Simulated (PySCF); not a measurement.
## NMR shielding calculation, with input and output: C8H10O2

C8H10O2, computed with GIAO KT2/6-31G* NMR shielding, non-relativistic, gas phase (PySCF 2.14.0).

The geometry comes from this level: GFN2-xTB. Figures and captions count atoms from 1; the log counts them from 0 in places.

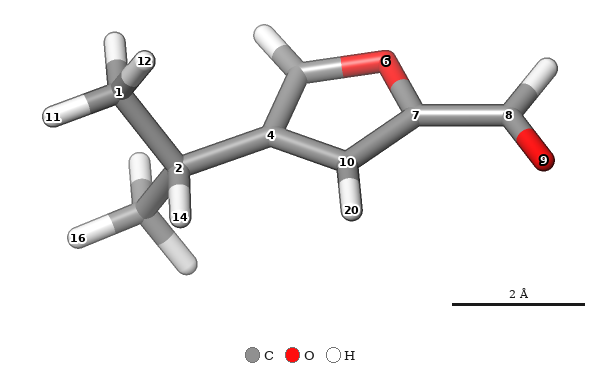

*The structure (stick view, seen at a tilt; atoms are numbered from 1 in the order of the input).*

Bond lengths as drawn: C–C 1.37 to 1.53 Å, C–H 1.07 to 1.11 Å and C–O 1.21 to 1.36 Å.

**Key numbers**

- outcome: converged
- total energy: −468.994061 hartree
- HOMO: −5.63 eV
- LUMO: −2.20 eV
- dipole moment: 4.02 D
- isotropic shielding, C: 41.5 to 168.2 ppm
- isotropic shielding, O: −178.7 to 68.3 ppm
- isotropic shielding, H: 22.8 to 31.2 ppm
- hardware: 1 CPU thread, shared host
- wall time: 71 s
- peak memory: 0.65 GiB

**The input**
```
{"job": {"xc": "KT2", "basis": "6-31G*", "kind": "nmr", "pop": true}, "charge": 0, "multiplicity": 1}
C     -2.050725     1.026486     0.827110
C     -1.259920    -0.275766     0.687950
C     -2.000783    -1.266341    -0.212452
C      0.108978    -0.000580     0.147301
C      0.438751     0.554788    -1.064782
O      1.759771     0.652934    -1.216215
C      2.330145     0.156496    -0.090359
C      3.770815     0.139247     0.019220
O      4.393395    -0.275174     0.966913
C      1.342201    -0.258634     0.778750
H     -3.022719     0.829604     1.272894
H     -1.516516     1.731430     1.459816
H     -2.203522     1.484299    -0.147071
H     -1.144913    -0.723059     1.680435
H     -1.430195    -2.186151    -0.317536
H     -2.971400    -1.508206     0.213873
H     -2.154266    -0.840471    -1.200946
H     -0.171312     0.907107    -1.873987
H      4.274758     0.554480    -0.874682
H      1.502312    -0.691811     1.744810
```

The first line tells a small driver script what to run in PySCF; the rest is the geometry in Å.

Launched with:
```bash
OMP_NUM_THREADS=1 python <driver script> task.json out
```

**Log**
```
coarse grid: 17064 points
cycle   1  E = -468.9347347121  dE =  1.575e+00  |g| = 1.038e+00  |ddm| = 4.432e+00
cycle   2  E = -467.6448753979  dE =  1.290e+00  |g| = 2.495e+00  |ddm| = 5.261e+00
cycle   3  E = -469.1237927401  dE = -1.479e+00  |g| = 4.554e-01  |ddm| = 4.705e+00
cycle   4  E = -469.1664140033  dE = -4.262e-02  |g| = 2.163e-01  |ddm| = 7.171e-01
cycle   5  E = -469.1744883147  dE = -8.074e-03  |g| = 9.870e-02  |ddm| = 2.529e-01
cycle   6  E = -469.1765450938  dE = -2.057e-03  |g| = 2.866e-02  |ddm| = 1.164e-01
cycle   7  E = -469.1767564829  dE = -2.114e-04  |g| = 9.966e-03  |ddm| = 4.013e-02
cycle   8  E = -469.1767819526  dE = -2.547e-05  |g| = 2.131e-03  |ddm| = 1.217e-02
cycle   9  E = -469.1767826619  dE = -7.093e-07  |g| = 1.216e-03  |ddm| = 3.340e-03
final grid: 165800 points
cycle  10  E = -468.9940273108  dE = -1.902e-04  |g| = 1.152e-02  |ddm| = 6.999e-02
cycle  11  E = -468.9939817241  dE =  4.559e-05  |g| = 1.775e-02  |ddm| = 3.242e-02
cycle  12  E = -468.9940491514  dE = -6.743e-05  |g| = 6.476e-03  |ddm| = 2.344e-02
cycle  13  E = -468.9940604864  dE = -1.134e-05  |g| = 8.714e-04  |ddm| = 7.432e-03
cycle  14  E = -468.9940606317  dE = -1.452e-07  |g| = 4.245e-04  |ddm| = 1.353e-03
cycle  15  E = -468.9940606674  dE = -3.575e-08  |g| = 1.502e-04  |ddm| = 5.416e-04
cycle  16  E = -468.9940606728  dE = -5.399e-09  |g| = 2.965e-05  |ddm| = 1.761e-04
cycle  17  E = -468.9940606730  dE = -1.872e-10  |g| = 1.265e-05  |ddm| = 4.182e-05
```

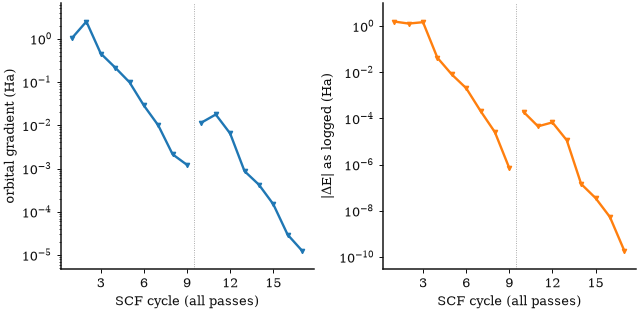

*Convergence of the self-consistent field: orbital gradient and size of the energy change against the SCF cycle. The dotted line marks the change from a coarse to the final integration grid.*

The first 9 cycles use a coarse grid, the final grid takes over at cycle 10, and the field converges after 17 cycles in all.

```
converged SCF energy = -468.9940606730

GIAO shielding tensors (ppm)
atom      isotropic    diamagn.    paramagn.     s11        s22        s33       span
  0 C      168.133     249.526     -81.394    153.110    161.236    190.051     36.941
  1 C      164.439     245.904     -81.464    159.094    164.129    170.095     11.001
  2 C      168.154     249.734     -81.580    153.119    161.285    190.057     36.938
  3 C       71.529     251.660    -180.131     19.162     41.814    153.611    134.450
  4 C       67.922     262.438    -194.516      5.564     73.127    125.075    119.511
  5 O       68.340     401.908    -333.569    -80.647     19.252    266.414    347.061
  6 C       57.239     257.984    -200.744      2.900     56.121    112.697    109.797
  7 C       41.507     246.947    -205.441    -25.476     41.830    108.166    133.642
  8 O     -178.746     394.502    -573.248   -681.810   -251.007    396.581   1078.391
  9 C       91.090     261.651    -170.561     28.659     77.760    166.852    138.192
 10 H       30.922      30.430       0.492     27.126     28.298     37.342     10.216
 11 H       30.795      30.676       0.119     27.003     29.269     36.113      9.111
 12 H       31.213      31.703      -0.490     27.750     30.406     35.482      7.732
 13 H       29.335      32.228      -2.893     25.368     28.250     34.386      9.018
 14 H       30.795      30.884      -0.088     27.003     29.269     36.114      9.110
 15 H       30.922      30.553       0.369     27.124     28.299     37.342     10.217
 16 H       31.210      31.858      -0.647     27.748     30.402     35.481      7.733
 17 H       25.019      33.363      -8.344     21.679     24.819     28.560      6.881
 18 H       22.837      24.526      -1.689     19.899     23.063     25.549      5.650
 19 H       25.517      32.920      -7.404     23.105     24.996     28.448      5.343
```

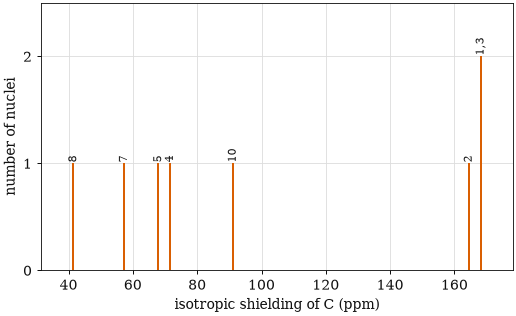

*Isotropic shieldings of the carbon nuclei in this fixed geometry, labelled by atom number; shielding grows to the right, so chemical shift grows to the left.*

The least shielded is C8 (41.5 ppm), the most shielded C3 (168.2 ppm).

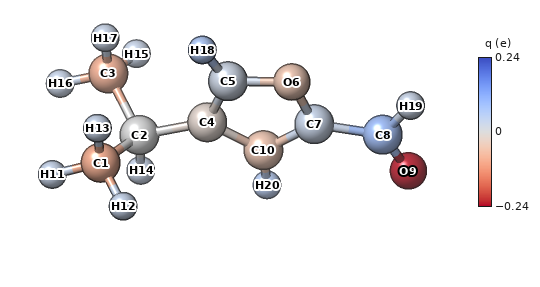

*Hirshfeld charges, as the colour of each atom (ball-and-stick view, seen at a tilt; atoms are numbered from 1 in the order of the input).*

By element: C −0.09 to +0.09, O −0.23 to −0.05 and H +0.03 to +0.06 e.
